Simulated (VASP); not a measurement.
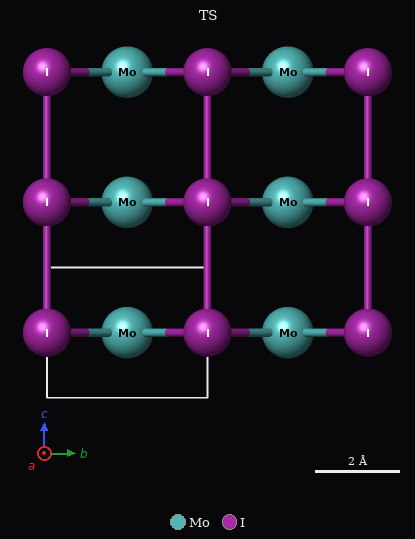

Solid MoI (a generated structure, set up in P4/mmm), relaxed (cell and atoms) with several dispersion corrections. The picture shows the result with TS. Style: ball-and-stick. Shown: the cell of the calculation, repeated 1 × 2 × 3 with one cell outlined, along the a axis.

Computed with VASP 6.6.1: PBE, VASP PAW PBE potentials, recommended. Set-up: plane-wave cutoff 600 eV; k-point mesh 7 × 7 × 5; occupations fermi-dirac; smearing width 0.05 eV; no spin polarisation.

```tsv
dispersion correction	volume (Å³/atom)	a (Å)	c (Å)
TS	23.313	3.859	3.131
D3(BJ)	22.760	3.834	3.096
none	23.925	3.888	3.166
rVV10	23.528	3.871	3.140
D3	?	?	?
TS-HI	23.147	3.844	3.132
dDsC	23.307	3.861	3.127
D4	22.965	3.844	3.108
D2	22.762	3.835	3.096
```

### One row is withheld. What does the calculation give there?

With D3 the volume falls between D4 (22.965) and TS-HI (23.147). The calculation gives 23.002 Å³/atom (a = 3.851 Å, c = 3.102 Å). In order of volume: D3(BJ) ≈ D2 < D4 < D3 < TS-HI < dDsC ≈ TS < rVV10 < none; the spread is 5.1 %.
